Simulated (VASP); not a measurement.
Given:

```
CELL_PARAMETERS angstrom
      0.00000     2.94425     2.94425
      2.94425     0.00000     2.94425
     11.78190    11.78190    -0.00490
ATOMIC_POSITIONS crystal
  Cd 0.01086 0.01086 0.99186
  Cd 0.98970 0.98970 0.25772
  Cd 0.99662 0.99662 0.50253
  Cd 0.00316 0.00316 0.74763
  Se 0.24718 0.24718 0.06462
  S  0.24419 0.24419 0.31686
  S  0.25079 0.25079 0.56191
  S  0.25749 0.25749 0.80688
```

Computed with PBEsol GGA, VASP's PBE PAW potentials (set 64) (plane waves; VASP). Numerical set-up: 400 eV cut-off, 7×7×2 Γ-centred mesh, tetrahedra with Blöchl corrections, potentials Cd Se S.

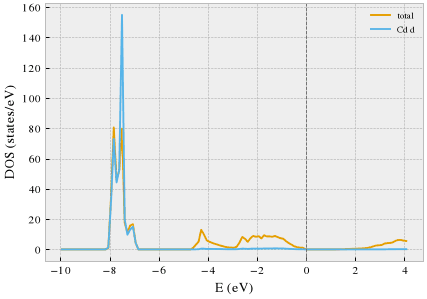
Figure. Total and projected density of states, zero at the valence-band maximum

Within 2 eV below the valence-band maximum the largest weight inside VASP's projection spheres is S p, then Se p.

The gap is direct, 0.66 eV, from the valence maximum at Γ to the conduction minimum at Γ.

The structure was generated: Cd4S3Se was put into an ordered model structure (R3m), which need not be its known phase. It was relaxed first.
